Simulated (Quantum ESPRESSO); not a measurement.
# Collinear magnetic orders of Ni3Pt with Quantum ESPRESSO

Wanted: the moments of Ni3Pt and the energy of each order that was tried.

Calculated with Quantum ESPRESSO 7.5; LDA; plane waves with GBRV 1.5 LDA potentials, no spin-orbit coupling.

## Step 1: Set-up

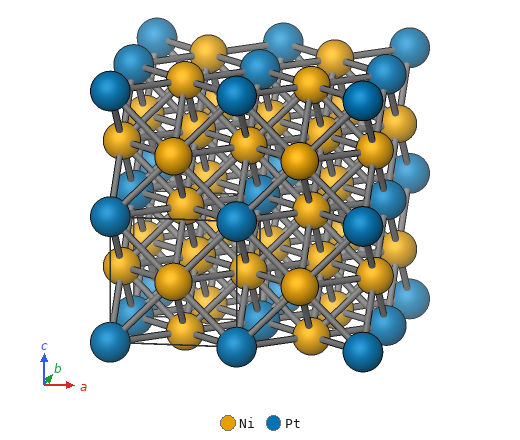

The starting structure, seen slightly off an axis (nickel orange, platinum blue). 2×2×2 cells are drawn. Some periodic images of atoms are drawn too.

The cell comes from Materials Project 2023-11-01, a database of computed structures, and need not be the stable phase.

## Step 2: Start 1: ferro +++

The signs are those of the starting moments on the seeded atoms, the atoms that are given a moment.

pw.in

```
&CONTROL
  calculation = 'scf'
  prefix = 'pwscf'
  outdir = './tmp'
  pseudo_dir = './pseudo'
  disk_io = 'nowf'
/
&SYSTEM
  ibrav = 0
  celldm(1) = 8
  nat = 4
  ntyp = 2
  ecutwfc = 40
  ecutrho = 280
  nbnd = 46
  occupations = 'smearing'
  smearing = 'fd'
  degauss = 0.00734986
  nspin = 2
  starting_magnetization(1) = 0.0556
  starting_magnetization(2) = 0
/
&ELECTRONS
  conv_thr = 8d-09
  electron_maxstep = 150
  mixing_beta = 0.3
/
ATOMIC_SPECIES
Ni     58.6934 ni_lda_v1.4.uspp.F.UPF
Pt    195.0840 pt_lda_v1.4.uspp.F.UPF
CELL_PARAMETERS alat
   0.8561798191892    0.0000000000000    0.0000000000000
   0.0000000000000    0.8561798191892    0.0000000000000
   0.0000000000000    0.0000000000000    0.8561798191892
ATOMIC_POSITIONS crystal
Ni      0.5000000000    0.0000000000    0.5000000000
Ni      0.0000000000    0.5000000000    0.5000000000
Ni      0.5000000000    0.5000000000    0.0000000000
Pt      0.0000000000    0.0000000000    0.0000000000
K_POINTS automatic
8 8 8 0 0 0
```

Started as:

```sh
> OMP_NUM_THREADS=1 mpirun -n 4 pw.x -nk 4 -in pw.in > pw.out
```

Log:

```text
Program PWSCF v.7.5 starts

     Message from routine setup:
     using ibrav=0 with symmetry is DISCOURAGED, use correct ibrav instead

     K-points division:     npool     =       4
     Subspace diagonalization in iterative solution of the eigenvalue problem:

     G-vector sticks info
     --------------------
     sticks:   dense  smooth     PW     G-vecs:    dense   smooth      PW
     Sum        1041     593    185                25413    11067    1935

     Using Slab Decomposition

     bravais-lattice index     =            0
     lattice parameter (alat)  =       8.0000  a.u.
     unit-cell volume          =     321.3401 (a.u.)^3
     number of atoms/cell      =            4
     number of atomic types    =            2
     number of electrons       =        70.00
     number of Kohn-Sham states=           46
     kinetic-energy cutoff     =      40.0000  Ry
     charge density cutoff     =     280.0000  Ry
     scf convergence threshold =      8.0E-09
     mixing beta               =       0.3000
     number of iterations used =            8  plain     mixing
     Exchange-correlation=  SLA  PZ   NOGX NOGC
                           (   1   1   0   0   0   0   0)

     celldm(1)=   8.000000  celldm(2)=   0.000000  celldm(3)=   0.000000
     celldm(4)=   0.000000  celldm(5)=   0.000000  celldm(6)=   0.000000

     crystal axes: (cart. coord. in units of alat)
               a(1) = (   0.856180   0.000000   0.000000 )
               a(2) = (   0.000000   0.856180   0.000000 )
               a(3) = (   0.000000   0.000000   0.856180 )

     reciprocal axes: (cart. coord. in units 2 pi/alat)
               b(1) = (  1.167979  0.000000  0.000000 )
               b(2) = (  0.000000  1.167979  0.000000 )
               b(3) = (  0.000000  0.000000  1.167979 )

     PseudoPot. # 1 for Ni read from file:
     ni_lda_v1.4.uspp.F.UPF
     Pseudo is Ultrasoft + core correction, Zval = 18.0
     Generated by new atomic code, or converted to UPF format
     Using radial grid of  865 points,  6 beta functions with:
                l(1) =   0
                l(2) =   0
                l(3) =   1
                l(4) =   1
                l(5) =   2
                l(6) =   2
     Q(r) pseudized with 10 coefficients,  rinner =    0.980   0.980   0.980
                                                       0.980   0.980

     PseudoPot. # 2 for Pt read from file:
     pt_lda_v1.4.uspp.F.UPF
     Pseudo is Ultrasoft + core correction, Zval = 16.0
     Generated by new atomic code, or converted to UPF format
     Using radial grid of  985 points,  6 beta functions with:
                l(1) =   0
                l(2) =   0
                l(3) =   1
                l(4) =   1
                l(5) =   2
                l(6) =   2
     Q(r) pseudized with  8 coefficients,  rinner =    1.300   1.300   1.300
                                                       1.300   1.300

     atomic species   valence    mass     pseudopotential
     Ni               18.00    58.69340     Ni( 1.00)
     Pt               16.00   195.08400     Pt( 1.00)

     Starting magnetic structure
     atomic species   magnetization
     Ni              0.056
     Pt              0.000

     48 Sym. Ops., with inversion, found

   Cartesian axes

     site n.     atom                  positions (alat units)
         1        Ni     tau(   1) = (   0.4280899   0.0000000   0.4280899  )
         2        Ni     tau(   2) = (   0.0000000   0.4280899   0.4280899  )
         3        Ni     tau(   3) = (   0.4280899   0.4280899   0.0000000  )
         4        Pt     tau(   4) = (   0.0000000   0.0000000   0.0000000  )

     number of k points=    35  Fermi-Dirac smearing, width (Ry)=  0.0073
                       cart. coord. in units 2pi/alat
        k(    1) = (   0.0000000   0.0000000   0.0000000), wk =   0.0019531
        k(    2) = (   0.0000000   0.0000000   0.1459974), wk =   0.0117188
        k(    3) = (   0.0000000   0.0000000   0.2919947), wk =   0.0117188
        k(    4) = (   0.0000000   0.0000000   0.4379921), wk =   0.0117188
        k(    5) = (   0.0000000   0.0000000  -0.5839895), wk =   0.0058594
        [... 30 further k-points ...]

     Dense  grid:    25413 G-vectors     FFT dimensions: (  40,  40,  40)

     Smooth grid:    11067 G-vectors     FFT dimensions: (  27,  27,  27)

     Check: negative core charge=   -0.000013
     Generating pointlists ...
     new r_m :   0.2497 (alat units)  1.9979 (a.u.) for type    1
     new r_m :   0.2497 (alat units)  1.9979 (a.u.) for type    2

     Initial potential from superposition of free atoms

     starting charge      63.5000, renormalised to      70.0000

     negative rho (up, down):  9.728E-02 9.728E-02
     Starting wfcs are   51 randomized atomic wfcs

     Self-consistent Calculation

     iteration #  1     ecut=    40.00 Ry     beta= 0.30
     Davidson diagonalization with overlap
     ethr =  1.00E-02,  avg # of iterations =  3.7

     negative rho (up, down):  9.139E-02 9.122E-02

     total energy              =   -1218.97933367 Ry
     estimated scf accuracy    <      87.23941495 Ry

     total magnetization       =     0.92 Bohr mag/cell
     absolute magnetization    =     0.97 Bohr mag/cell

     iteration #  2     ecut=    40.00 Ry     beta= 0.30
     Davidson diagonalization with overlap
     ethr =  1.00E-02,  avg # of iterations =  3.1

     negative rho (up, down):  8.624E-02 8.609E-02

     total energy              =   -1235.31716279 Ry
     estimated scf accuracy    <      41.29235863 Ry

     total magnetization       =     0.11 Bohr mag/cell
     absolute magnetization    =     0.18 Bohr mag/cell

     iteration #  3     ecut=    40.00 Ry     beta= 0.30
     Davidson diagonalization with overlap
     ethr =  1.00E-02,  avg # of iterations =  2.1

     negative rho (up, down):  8.576E-02 8.537E-02

     total energy              =   -1240.30062893 Ry
     estimated scf accuracy    <       0.83725589 Ry

     total magnetization       =     2.42 Bohr mag/cell
     absolute magnetization    =     2.55 Bohr mag/cell

     [... further iterations left out ...]

     iteration # 11     ecut=    40.00 Ry     beta= 0.30
     Davidson diagonalization with overlap
     ethr =  1.25E-07,  avg # of iterations =  1.2

     negative rho (up, down):  8.400E-02 8.159E-02

     total energy              =   -1240.41613620 Ry
     estimated scf accuracy    <       0.00007271 Ry

     total magnetization       =     2.13 Bohr mag/cell
     absolute magnetization    =     2.32 Bohr mag/cell

     iteration # 12     ecut=    40.00 Ry     beta= 0.30
     Davidson diagonalization with overlap
     ethr =  1.04E-07,  avg # of iterations =  1.0

     negative rho (up, down):  8.401E-02 8.159E-02

     total energy              =   -1240.41613782 Ry
     estimated scf accuracy    <       0.00001011 Ry

     total magnetization       =     2.14 Bohr mag/cell
     absolute magnetization    =     2.33 Bohr mag/cell

     iteration # 13     ecut=    40.00 Ry     beta= 0.30
     Davidson diagonalization with overlap
     ethr =  1.44E-08,  avg # of iterations =  1.5

     negative rho (up, down):  8.400E-02 8.159E-02

     total energy              =   -1240.41613943 Ry
     estimated scf accuracy    <       0.00000011 Ry

     total magnetization       =     2.15 Bohr mag/cell
     absolute magnetization    =     2.33 Bohr mag/cell

     iteration # 14     ecut=    40.00 Ry     beta= 0.30
     Davidson diagonalization with overlap
     ethr =  1.52E-10,  avg # of iterations =  2.5

     negative rho (up, down):  8.400E-02 8.160E-02

     Magnetic moment per site  (integrated on atomic sphere of radius R)
     atom   1 (R=0.250)  charge= 16.8655  magn=  0.6444
     atom   2 (R=0.250)  charge= 16.8655  magn=  0.6444
     atom   3 (R=0.250)  charge= 16.8655  magn=  0.6444
     atom   4 (R=0.250)  charge= 13.4002  magn=  0.2879

     End of self-consistent calculation

     [... lines left out ...]
     the Fermi energy is    18.9903 ev

!    total energy              =   -1240.41613946 Ry
     estimated scf accuracy    <          6.0E-09 Ry
     smearing contrib. (-TS)   =      -0.01602511 Ry
     internal energy E=F+TS    =   -1240.40011436 Ry

     The total energy is F=E-TS. E is the sum of the following terms:
     one-electron contribution =    -614.15051674 Ry
     hartree contribution      =     356.69545486 Ry
     xc contribution           =    -161.96967987 Ry
     ewald contribution        =    -820.97537261 Ry

     total magnetization       =     2.15 Bohr mag/cell
     absolute magnetization    =     2.33 Bohr mag/cell

     convergence has been achieved in  14 iterations

=------------------------------------------------------------------------------=
   JOB DONE.
=------------------------------------------------------------------------------=
```

Run time: 22 s. Hardware: 4 MPI ranks of Arm Neoverse V2, shared host; peak memory 0.38 GiB; 89 s of CPU time.

Spin moment in the atom's sphere by atom:

```tsv
atom	spin moment in the atom's sphere (μB)
Ni1	0.644
Ni2	0.644
Ni3	0.644
Pt4	0.288
```

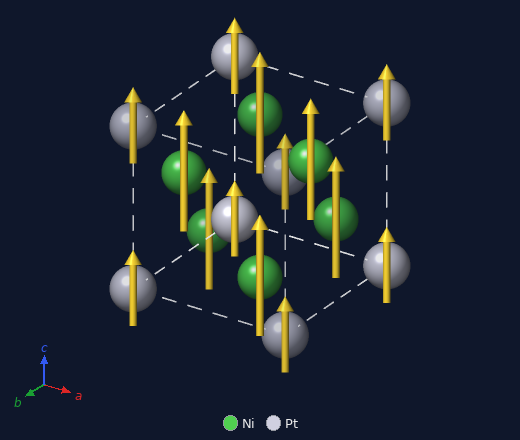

Spin moment in the atom's sphere as arrows, the longest 0.644 μB. Up and down stand for the sign. Arrows give size and sign along the axis of quantisation, drawn up and down the page. Each arrow also spans its atom, so small moments look longer than they are. Some periodic images of atoms are drawn too.

Numbers from this step:

* smearing term TS: 0.2180 eV
* magnetization: 2.145 μB
* absolute magnetization: 2.333 μB
* final state: ferromagnetic

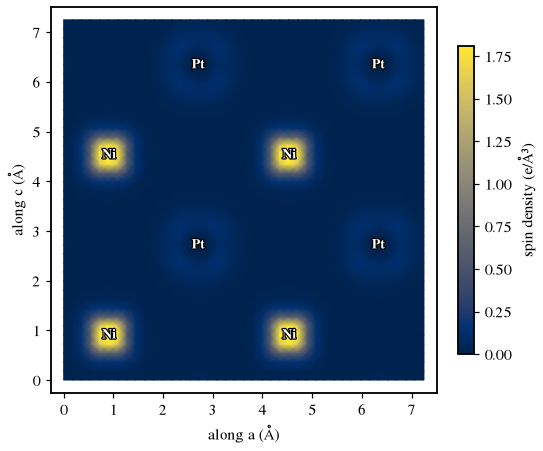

Spin density in the ac plane at fractional y = 0.000, with atoms of Ni and Pt within 0.2 Å of it. The map starts off the cell's origin, so that atoms lie inside it.

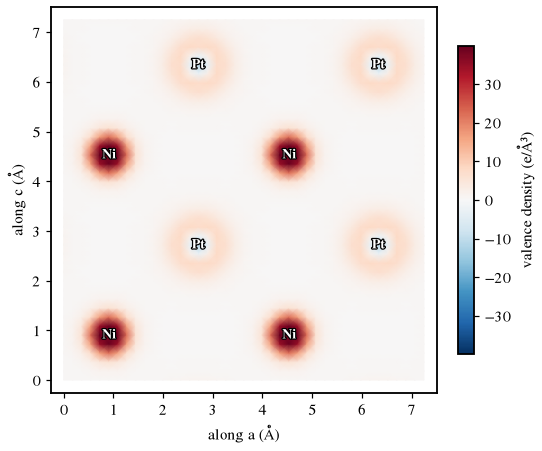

Valence density in the ac plane at fractional y = 0.000, with atoms of Ni and Pt within 0.2 Å of it. It is the smooth field of the valence electrons, not physical close to the nuclei. The map starts off the cell's origin, so that atoms lie inside it.

(Part 1 of 2 ends here.)

[Logs and program files are shortened in this print: banners, set-up blocks, solver, clock and traceback lines can be left out without a mark of their own.]

[Logs are printed without paths, hosts, clocks, repeated set-up lines and the standing remarks that a program may print on its own settings, such as how far it seeks lower states.]

[Hosts, paths, dates, database ids (printed as entryN), source tags and the programs' standing remarks are cut or masked in the printed files.]

[Where a cell is said to come from a database of computed structures, the database is the Materials Project.]
